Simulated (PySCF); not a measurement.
Ti(Cl)4, SMILES [Cl][Ti]([Cl])([Cl])[Cl] (Cl₄Ti) at its CAM-B3LYP/def2-SVP optimised geometry (Å):

```
5

Ti    -0.7178    -1.0149     0.0000
Cl    -1.4353    -2.0301     1.7578
Cl    -1.4363    -2.0278    -1.7586
Cl    -1.4352     1.0149     0.0000
Cl     1.4352    -1.0149     0.0000
```

Calculation: CAM-B3LYP/def2-TZVP (PySCF 2.14.0).

Map of the Laplacian of the electron density (e/bohr⁵), clipped to [-1.50, 1.50] on the plane z = 0.6 Å:

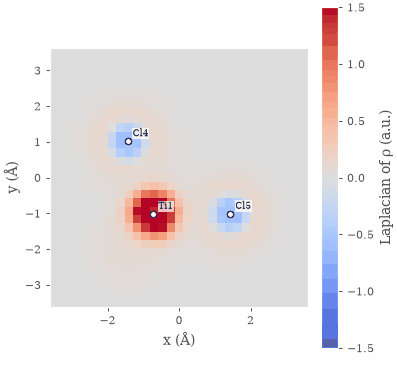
Fig. 1. Laplacian of the electron density (e/bohr⁵), clipped to [-1.50, 1.50] on the plane z = 0.6 Å.
